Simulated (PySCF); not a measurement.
```xyz
19

C     2.6394    2.4693    1.1024
C     1.8217    1.6698    0.6935
C     0.8605    0.7582    0.1645
C     0.4637   -0.3536    0.8272
C    -0.5823   -1.2465    0.2182
C    -1.9171   -1.1800    0.9727
Si   -0.6639   -0.5845   -1.5644
O     0.1153   -1.5388   -2.6906
C     0.2425    1.0352   -1.1924
H     3.3624    3.1708    1.4752
H     0.8782   -0.5834    1.8154
H    -0.2302   -2.2944    0.2254
H    -2.6527   -1.8762    0.5413
H    -1.7922   -1.4405    2.0364
H    -2.3512   -0.1681    0.9341
H    -2.0476   -0.4403   -2.0926
H     1.0630   -1.6556   -2.5785
H    -0.4379    1.9034   -1.1412
H     1.0080    1.2931   -1.9427
```

Geometry: PBE0-D3(BJ)/def2-SVP.

Theory: wB97X-D/def2-SVPD, SCF density, gas phase (PySCF 2.14.0).

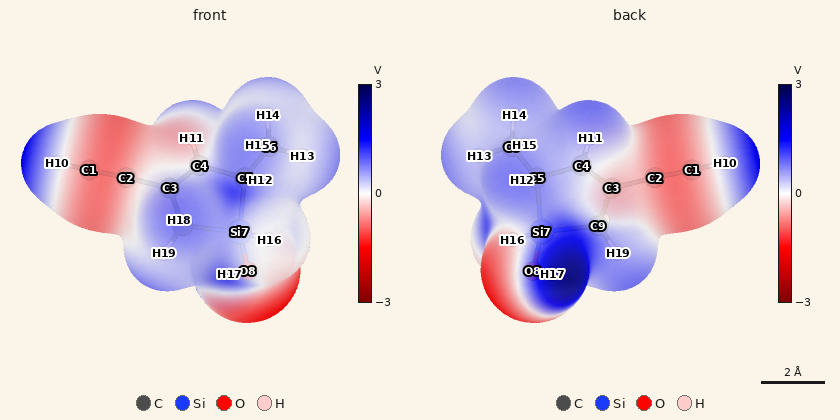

C7H10OSi. The molecular electrostatic potential painted on the density surface at 0.002 e/bohr³, seen from the front and from behind; the colour scale runs from red (negative) to blue (positive).

Q: Which sites attract a positive test charge, and which a negative one?

A: A positive charge is drawn to the negative regions and a negative charge to the positive ones. The most negative region (about −1.4 V) lies over O8, the most positive (about +2.5 V) over H17. O8 is the likeliest acceptor of a hydrogen bond.

Q: What dipole moment does the calculation give?

A: Its dipole moment is 0.97 D.
